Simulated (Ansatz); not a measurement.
FH₃N₂OW

Input

```
crystal:
  periodic: [false, false, false]
  atoms:
    - {symbol: N, position_ang: [-1.093974, 0.980838, 0.453542]}
    - {symbol: W, position_ang: [0.105807, 0.043627, -0.400676]}
    - {symbol: N, position_ang: [1.636995, 0.059313, 0.432406]}
    - {symbol: O, position_ang: [-0.482379, -1.756174, -0.459253]}
    - {symbol: F, position_ang: [0.338132, 0.791377, -2.104535]}
    - {symbol: H, position_ang: [-1.420906, 1.575992, 1.198363]}
    - {symbol: H, position_ang: [2.311912, 0.283674, 1.145067]}
    - {symbol: H, position_ang: [-1.395598, -1.978647, -0.264914]}
basis:
  gaussian: {orbitals: def2-TZVPP}
hamiltonian: {xc: pbe0, dispersion: d4}
output: {orbitals: {seedname: orbitals}}
```

Run with:

```sh
ansatz run in.yaml --threads 4 --pin off --events-out ev --progress --plain --max-ram 10444MiB
```

Geometry: PBE0-D4/def2-TZVP; core potentials replace the inner electrons of W.

Level of theory: RKS PBE0-D4/def2-TZVPP (Ansatz).

> Predict the electron density and electron localisation function between the atoms.

W–N (1.74 Å): ρ at the midpoint is about 1.7 e/Å³; the ELF peaks at about 0.75 in the valence shell of N, 0.5 Å from its nucleus, and drops to about 0.35 between the two atoms.
N–H (1.01 Å): ρ at the midpoint is about 2.9 e/Å³; the ELF climbs to about 1 towards the hydrogen, as it does in any bond to H (an ordinary covalent bond to hydrogen).

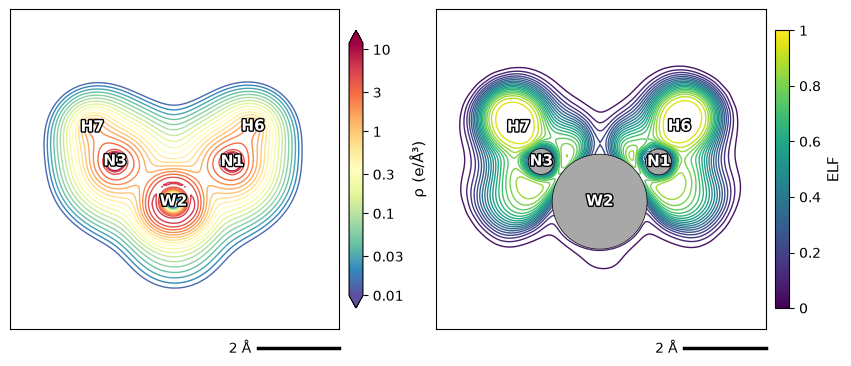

Computed electron density and electron localisation function on the plane of atoms N1, W2 and N3, in this order. Grey discs cover the atomic cores in the ELF map. 
